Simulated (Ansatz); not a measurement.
**Response to strain in Ag**

The parent structure is Ag in the fcc (Cu type) structure (space group Fm-3m, No. 225; a = 4.0544 Å). Axes: x, y, z lie along the cube axes.

Strains are applied to the cell and any free atomic positions relax; under biaxial strain the out-of-plane vector relaxes too.

Level of theory: Kohn–Sham DFT with the PBEsol functional, run in Ansatz (a first-principles code) with PAW and 420 eV plane waves, no SOC.

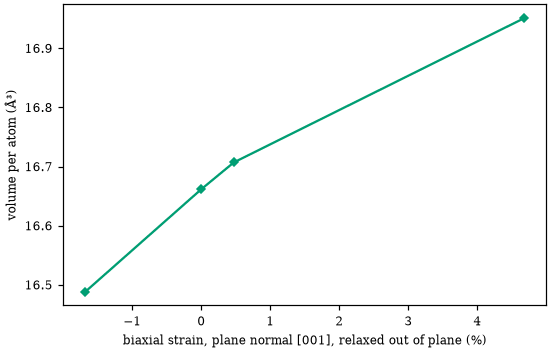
*Volume per atom against biaxial strain, plane normal [001], relaxed out of plane*

From the plot, what is the volume per atom for biaxial strain +0.47 %, plane normal [001], relaxed out of plane?

About 16.71 Å³.

Is the trend monotonic over the range shown?

Yes, it rises throughout, spanning 16.49 Å³ to 16.95 Å³.

Without a gap, meshes like the base's 20×20×20 leave anisotropic stresses uncertain by several tenths of a GPa, and small strain energies with them. No phonon test of stability was made.
